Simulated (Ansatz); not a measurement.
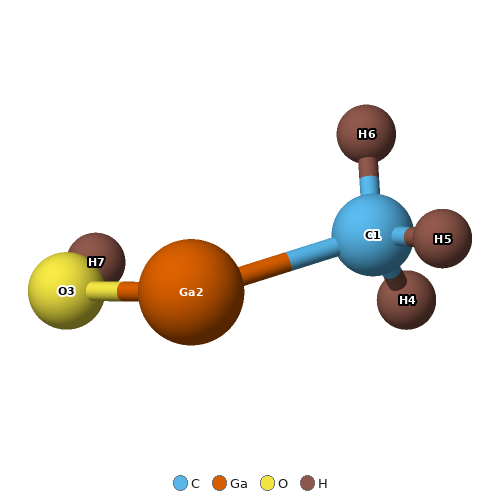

The system is CH4GaO, SMILES [CH3][Ga][OH], spin multiplicity 2; the picture shows the reference structure. First axis: dihedral C1–Ga2–O3–H7. Second axis: dihedral H4–C1–Ga2–O3. Nothing is relaxed (all other coordinates rigid). Grid: 8 × 7 points. Points are written as (first, second). Energies: kJ/mol, counted from the lowest grid point. Theory: UKS r2SCAN0-D4/def2-TZVP in Ansatz.

Its coordinates:

```yaml
atoms:
  - { symbol: C, position_ang: [-0.8162, 0.5495, -0.2512] }
  - { symbol: Ga, position_ang: [1.0569, 0.0582, -0.7454] }
  - { symbol: O, position_ang: [1.8959, -1.1154, 0.3189] }
  - { symbol: H, position_ang: [-1.4100, -0.3628, -0.2407] }
  - { symbol: H, position_ang: [-1.2533, 1.2618, -0.9410] }
  - { symbol: H, position_ang: [-0.7977, 0.9735, 0.7512] }
  - { symbol: H, position_ang: [1.3856, -1.4329, 1.0625] }
```

Range: dihedral C1–Ga2–O3–H7 from −180 to 135°; dihedral H4–C1–Ga2–O3 from −149 to 31°.

What landscape does the calculation give?

The lowest grid point is at (−180°, −89°). The same energy is found, by symmetry, at (−180°, −29°). A higher local minimum lies near (0°, −59°) (9.0 kJ/mol above the lowest at that grid point). The highest grid point, (90°, 31°), lies 20.4 kJ/mol above the lowest.

```tsv
dihedral H4–C1–Ga2–O3 ↓, dihedral C1–Ga2–O3–H7 →	−180	−135	−90	−45	0	45	90	135
31	0.7	9.1	20.3	16.2	10.3	15.7	20.4	9.5
1	0.2	8.6	20.0	15.8	10.0	15.4	20.2	9.3
−29	0.0	8.2	19.2	15.1	9.3	14.8	19.5	8.9
−59	0.0	8.4	19.0	14.6	9.0	14.6	19.0	8.4
−89	0.0	8.9	19.5	14.8	9.3	15.1	19.2	8.2
−119	0.2	9.3	20.2	15.4	10.0	15.8	20.0	8.6
−149	0.7	9.5	20.4	15.7	10.3	16.2	20.3	9.1
```

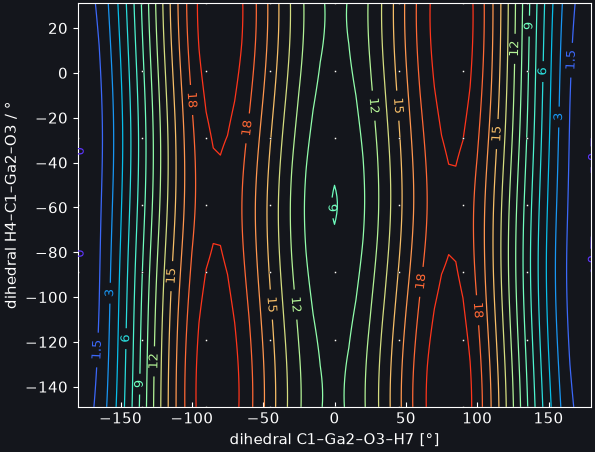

Drawn: contour lines labelled in kJ/mol, dots at the grid points. Between grid points the surface is interpolated.

Each point was launched as `ansatz run input.yaml --threads 1 --pin off --max-ram 2560MiB --backend cpu --events-out ev --progress --plain --runs-dir out`. The whole map (56 points run) took 12 min on 1 thread of Intel(R) Xeon(R) 6975P-C (Granite Rapids), on a shared host.
